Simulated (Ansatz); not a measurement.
Si$_{2}$H$_{5}$Cl$_{3}$: several calculations on one system

**1. Relaxation**

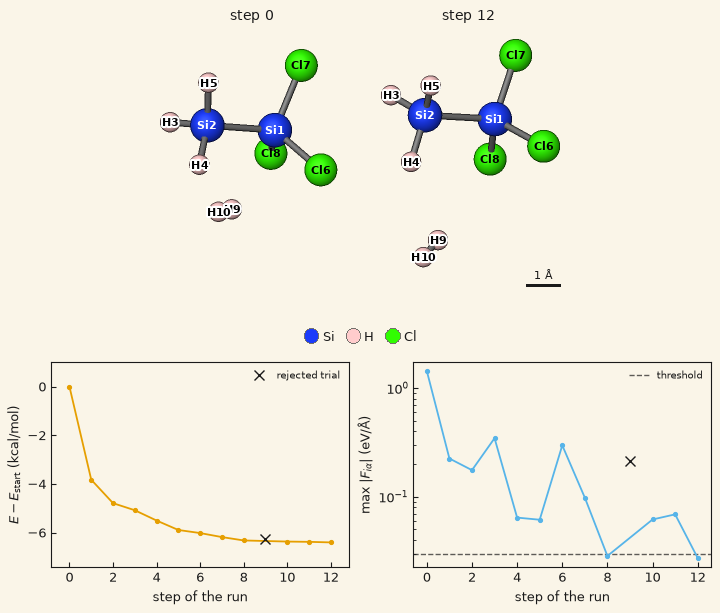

First and last geometry of a relaxation of Si$_{2}$H$_{5}$Cl$_{3}$, with the history of the run. The picture is a ball-and-stick view, seen at a tilt.

The run prepares an end point of a later path (reaction) calculation, from a guessed geometry.

These are results of Ansatz 0.2.0, RKS PBE0/def2-SVP, not measurements.

Input file:
```yaml
crystal:
  periodic: [false, false, false]
  atoms:
    - { symbol: Si, position_ang: [-0.034998, 0.193841, 0.124339] }
    - { symbol: Si, position_ang: [-0.02168, 0.130291, 2.3809] }
    - { symbol: H, position_ang: [-1.22673, -0.625786, 2.860441] }
    - { symbol: H, position_ang: [1.227766, -0.489821, 2.919189] }
    - { symbol: H, position_ang: [-0.100798, 1.547095, 2.855481] }
    - { symbol: Cl, position_ang: [1.862004, 0.145863, -0.67621] }
    - { symbol: Cl, position_ang: [-0.915791, 1.970691, -0.446783] }
    - { symbol: Cl, position_ang: [-1.154767, -1.294957, -0.766411] }
    - { symbol: H, position_ang: [0.621079, -2.271403, 0.901706] }
    - { symbol: H, position_ang: [0.975114, -2.189114, 1.521447] }
basis:
  gaussian: { orbitals: def2-SVP }
hamiltonian:
  xc: pbe0
relax:
  f_tol: 0.03
  max_steps: 50
```

Command:
```bash
ansatz run input.yaml --threads 4 --pin off --max-ram 5120MiB --backend cpu --events-out ev --progress --plain --runs-dir out
```

Read the history and describe the run.

It converged. The energy falls by 6.40 kcal/mol in 11 accepted moves (12 points after the start). Largest force component: 1.4 eV/Å at the start, 0.027 eV/Å at the end. The line search rejected the trial step at point 9 of the run. The forces were under the threshold at step 8, but the run went on from there. H10 moves most after the best rigid fit: 1.43 Å. Largest moves by element: H 1.43 Å, Cl 0.77 Å, Si 0.35 Å. Near-neighbour distances that change, for instance: Si1–Si2 2.257 → 2.333 Å, H9–H10 0.718 → 0.762 Å, Si2–H3 1.501 → 1.492 Å. Bond angles that change, for instance: Si2–Si1–Cl8 114.5° → 110.7°, Si1–Si2–H4 112.1° → 109.0°, Si2–Si1–Cl7 107.7° → 110.6°. Groups turn about Si1–Si2 by about 35°.

```csv
step,"E − E(0), kcal/mol","largest force component, eV/Å",note
0,0.00,1.4335,
1,-3.82,0.2249,
2,-4.79,0.1757,
3,-5.08,0.3458,
4,-5.50,0.0643,
5,-5.89,0.0615,
6,-6.02,0.2972,
7,-6.18,0.0981,
8,-6.32,0.0285,
9,-6.27,0.2116,rejected
10,-6.37,0.0618,
11,-6.38,0.0689,
12,-6.40,0.0273,
```

Limits of the set-up: the start holds two separate molecules, 2.2 Å apart at their closest, whose relative position is a soft coordinate and is computed without a dispersion correction.

**2. Relaxation**

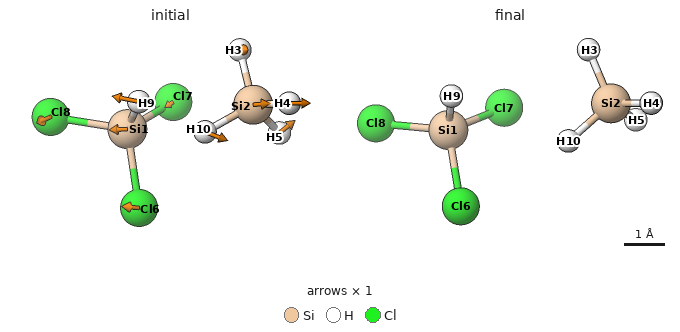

The structure of Si2H5Cl3 before (left) and after (right) a relaxation, at one scale. The orange arrows give the displacements, at their true length.

A ball-and-stick model, seen at a tilt.

The run prepares an end point of a later path (reaction) calculation, from a guessed geometry.

Theory: RKS PBE0/def2-SVP (Ansatz 0.2.0). (no spin polarisation; force threshold 0.03 eV/Å; at most 50 steps)

Q: What changed between the two?

A: Over 13 geometry steps the energy falls by 7.14 kcal/mol. Largest force component: 0.91 eV/Å at the start, 0.015 eV/Å at the end. The forces were under the threshold at step 5, but the run went on from there. The largest move after the best rigid fit is that of H9, 0.73 Å. By element the largest moves are H 0.73 Å, Cl 0.61 Å, Si 0.50 Å. Some distances before and after: Si2–H10 1.470 → 1.494 Å, Si1–H9 1.462 → 1.475 Å. The run took 24 s on 4 threads of Arm Neoverse V2, on a shared host, peak memory 0.3 GiB.

**3. Path**

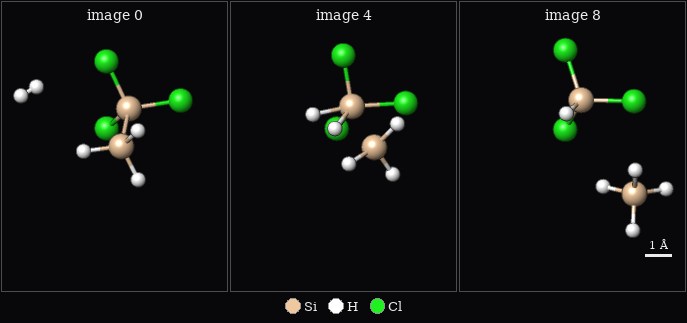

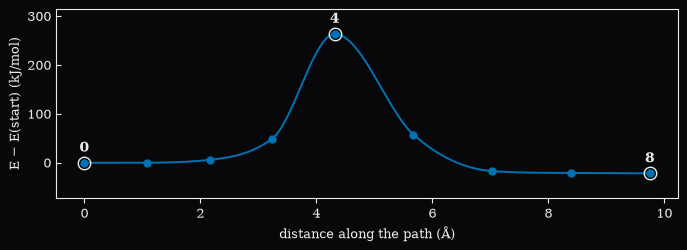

A search for the minimum-energy path of Si₂H₅Cl₃, made up at the start of Si₂H₃Cl₃ and H2 by the nudged elastic band. Images are numbered from 0 (start) to 8 (end). Style: ball-and-stick. Shown from a free direction.

Theory: Ansatz, RKS PBE0/def2-SVP. Run with 7 movable images; climbing image; force threshold 0.05 eV/Å; iteration limit 60; starting path through a guess of the saddle point.

What happens along the path, and what is the barrier?

Answer. The highest point, image 4, lies 263.8 kJ/mol above the start and 285.5 kJ/mol above the end; the end is at −21.7 kJ/mol relative to the start. Breaking: H–H (0.76 → 3.23 Å), Si–Si (2.33 → 4.40 Å). Forming: 2 H–Si (3.97–4.35 → 1.47–1.49 Å). The band converged in 21 iterations. The largest component of the band force went from 5 to 0.041 eV/Å. The climbing image converged on the top of the path. Its vibrational analysis gives one imaginary mode (1307i cm⁻¹), as a transition state must have.

Limits of the set-up: the start holds two separate molecules, 3.1 Å apart at their closest, whose relative position is a soft coordinate and is computed without a dispersion correction.
